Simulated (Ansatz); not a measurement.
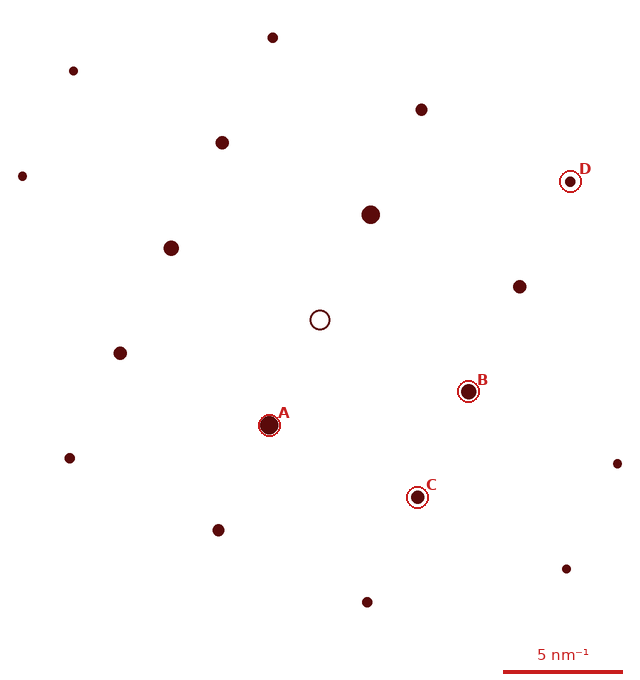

Computed electron diffraction pattern, 200 kV, single scattering only, B = 0.5 Å². The zone axis points towards the electron source and the pattern is seen from the source side.

The sample is Fe, space group Im-3m (No. 229), a = 2.87 Å. Structure: the input geometry of an electronic-structure calculation (not necessarily at equilibrium).

```json
{"atom": "Fe", "site": "2a", "symmetry": "m-3m", "x": "0.0000", "y": "0.0000", "z": "0.0000"}
```

Spot A is indexed -1 1 0 and spot B 0 0 2.

Q: Index the other marked spots.

A: C = A + B = -1 1 2 (d = 1.172 Å). D = −2A + B = 2 -2 2 (d = 0.828 Å).

Q: Which zone axis is this?

A: The cross product of A and B is parallel to [110]; every spot obeys hu + kv + lw = 0.

Q: What are the spacings of A and B and the angle between them?

A: d(A) = 2.029 Å, d(B) = 1.435 Å, and the angle is 90.0°.
